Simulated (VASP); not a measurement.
Energy against volume of CsSnI3 (cubic perovskite). These are revPBE GGA, VASP's PBE PAW potentials (set 64) (plane waves; VASP) values and carry that method's errors.

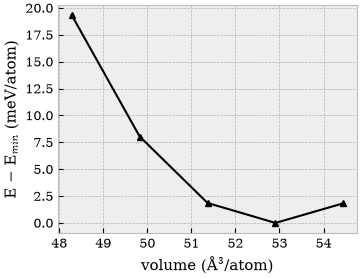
Figure. Energy against volume

**Question.** Estimate the equilibrium volume and the bulk modulus.

**Answer.** The minimum lies near 52.9 Å³/atom, and the curvature gives B0 of about 13 GPa.

The compound is CsSnI3 in the cubic perovskite structure, the ideal cubic form; the compound distorts at low or room temperature. It was relaxed first, which changed the volume by +10 %.
